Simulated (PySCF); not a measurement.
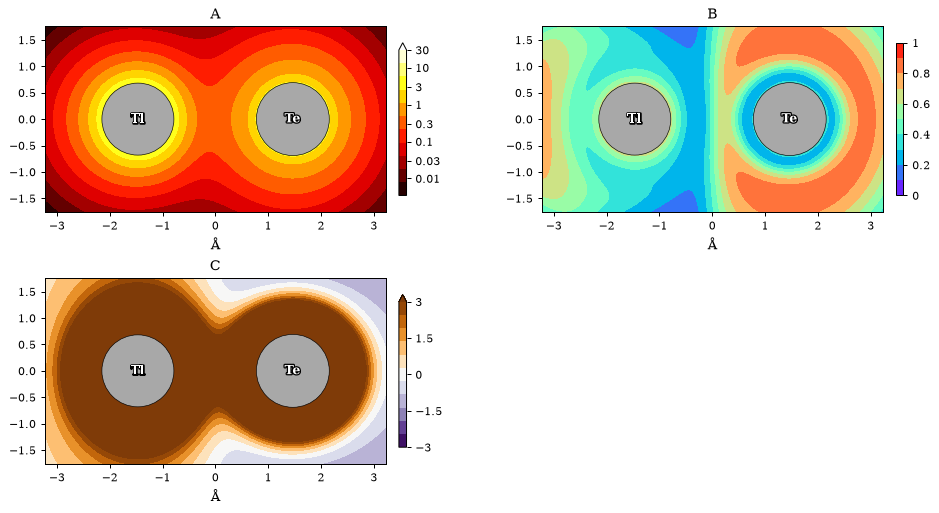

TlTe (doublet): 3 fields on a plane that holds the molecular axis, with unlabelled colour scales. Grey discs cover the atomic cores.

Core potentials replace the inner electrons of Tl and Te.

Theory: PySCF 2.14.0, PBE0/cc-pVDZ(-PP), non-relativistic Hamiltonian with scalar-relativistic core potentials where named, at a bond length of 2.933 Å.

Q: Match the panels to the quantities (electron density, electron localisation function and electrostatic potential).

A: Panel A: electron density. Panel B: electron localisation function. Panel C: electrostatic potential (strongly positive close to the atoms, with negative regions outside electron-rich atoms). From the grid: Tl–Te (2.93 Å): ρ at the midpoint is about 0.32 e/Å³; the ELF peaks at about 0.65 in the valence shell of Te, 1.2 Å from its nucleus, and drops to about 0.20 between the two atoms.
